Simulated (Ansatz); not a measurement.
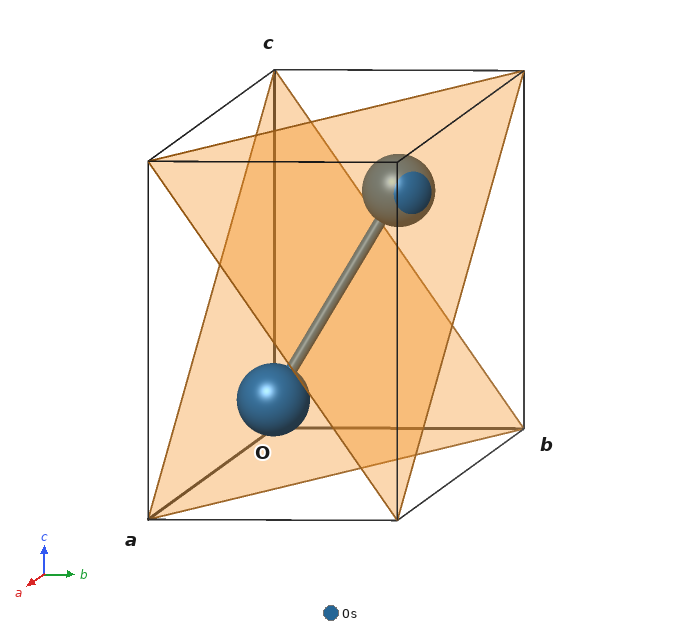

Every member of one family of equally spaced planes, hx + ky + lz = a whole number, that cuts the unit cell is shaded (one member passes through the origin O, touching the cell only at an edge or corner). Crystal: Os, the end point of a relaxation at fixed volume with DFT HSE06, scalar-relativistic, plane waves, PAW (Ansatz). All values are computed from the atomic coordinates in the standard setting (tolerance 0.002 Å).

a = 2.657 Å, b = 2.657 Å, c = 4.221 Å, α = 90.00°, β = 90.00°, γ = 120.00°.

Index the planes.

Answer. (1 1 1), in four indices (1 1 −2 1); the opposite sign names the same planes. The member next to the origin meets the axes a at 1, b at 1, c at 1.

What is the spacing?

Answer. d = 1.267 Å.

Which atoms of the cell lie in these planes (within 0.03 Å)?

Answer. No atom.
